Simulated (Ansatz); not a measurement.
# BH2F (SMILES BF) at BLYP/cc-pVTZ

Aim: the electronic atomisation energy of BH2F at BLYP/cc-pVTZ, from 4 runs. 

The calculation is run with Ansatz 0.2.0.

48 further runs of the same task are left out: 48 set aside as unsound or not needed.

**1. Starting point**

BH2F has 4 atoms, charge 0, and is taken as a singlet. SMILES: `BF`. The shape is that of a PBE0-D4/def2-TZVP optimisation.

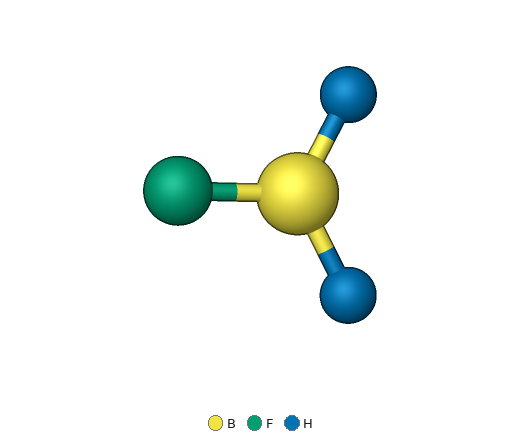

Viewed from a chosen angle; boron yellow, fluorine teal, hydrogen blue.

**2. The energy at BLYP/cc-pVTZ**

The input, molecule.yaml:

```yaml
basis:
  gaussian:
    orbitals: cc-pVTZ
crystal:
  periodic: [false, false, false]
  atoms:
    - {symbol: B, position_ang: [-0.027300, -0.004000, -0.030800]}
    - {symbol: F, position_ang: [1.061200, -0.296700, 0.649900]}
    - {symbol: H, position_ang: [-1.012500, -0.649100, 0.186200]}
    - {symbol: H, position_ang: [0.034200, 0.889600, -0.825600]}
hamiltonian:
  xc: {name: BLYP}
accuracy: high
output: {orbitals: {seedname: orbitals}}
```

Launch:

```
$ ansatz run molecule.yaml --threads 1 --pin off --max-ram 3480MiB --events-out events.jsonl --progress --plain --runs-dir runs
```

What it wrote:

```text
Warning: RAYON_NUM_THREADS=1 ignored (pool sized by the plan → 1); use --threads N
Functional definition: BLYP
  name "BLYP"
  parameter beta = 0.0042
  parameter a = 0.04918
  parameter b = 0.132
  parameter c = 0.2533
  parameter d = 0.349
  exchange = b88_x(beta = beta)
  correlation = lyp_c(a = a, b = b, c = c, d = d)
1444 factors; integrals over basis functions are off by at most 3.0e-9 eV
mean field evaluation 1: about -3425.6197 eV, gradient 3.0e1 eV
mean field evaluation 2: about -3424.0923 eV, gradient 4.8e1 eV
mean field evaluation 4: about -3427.2847 eV, gradient 1.3e0 eV
mean field evaluation 8: about -3427.2867 eV, gradient 3.3e-3 eV
mean field evaluation 16: about -3427.2867 eV, gradient 4.7e-8 eV
mean field -3427.28666966 eV, -125.9504620115 hartree, gradient 4.8e-8 eV, S^2 0.000000; 0 other end points of the search recorded, 0 dependent functions left out
reference -3427.28671231 eV, -125.9504635791 hartree; 8, 8 occupied and 80, 80 virtual orbitals, 1444 factors
Total energy: -3427.28671231 eV, -125.9504635791 hartree
```

It took 2.4 s on 1 thread of Arm Neoverse V1, shared host; peak memory 0.16 GiB.

**3. The B atom at the same level**

The input, run.yaml:

```yaml
crystal:
  periodic: [false, false, false]
  atoms:
    - {symbol: B, position_ang: [0.000000, 0.000000, 0.000000]}
basis:
  gaussian:
    orbitals: cc-pVTZ
magnetization:
  spin_polarized: true
  initial_magnetization: 1
hamiltonian:
  xc: {name: BLYP}
accuracy: high
```

Run the same way, it converges to -24.65126 Eh (log not shown).

**4. The F atom at the same level**

The input, run.yaml:

```yaml
crystal:
  periodic: [false, false, false]
  atoms:
    - {symbol: F, position_ang: [0.000000, 0.000000, 0.000000]}
basis:
  gaussian:
    orbitals: cc-pVTZ
magnetization:
  spin_polarized: true
  initial_magnetization: 1
accuracy: high
hamiltonian:
  xc: {name: BLYP}
```

Run the same way, it converges to -99.75293 Eh (log not shown).

**5. The H atom, same level**

The input, input.yaml:

```yaml
crystal:
  periodic: [false, false, false]
  atoms:
    - {symbol: H, position_ang: [0.000000, 0.000000, 0.000000]}
basis:
  gaussian: {orbitals: cc-pVTZ}
magnetization: {spin_polarized: true, initial_magnetization: 1}
hamiltonian: {xc: {name: BLYP}}
accuracy: high
```

Run the same way, it converges to -0.49756 Eh (log not shown).

**6. What came out**

Level: BLYP/cc-pVTZ.

```
                     quantity          value
       molecule: total energy  -125.95046 Eh
        molecule: HOMO energy       -7.70 eV
        molecule: LUMO energy       -2.08 eV
      molecule: HOMO–LUMO gap        5.62 eV
         B atom: total energy   -24.65126 Eh
                 B atom: ⟨S²⟩          0.753
         F atom: total energy   -99.75293 Eh
                 F atom: ⟨S²⟩          0.751
         H atom: total energy    -0.49756 Eh
                 H atom: ⟨S²⟩          0.750
electronic atomisation energy      14.998 eV
```

What this shows: Taking the molecule apart into free atoms costs 15.00 eV (1447 kJ/mol), before zero-point energy and without spin-orbit coupling.
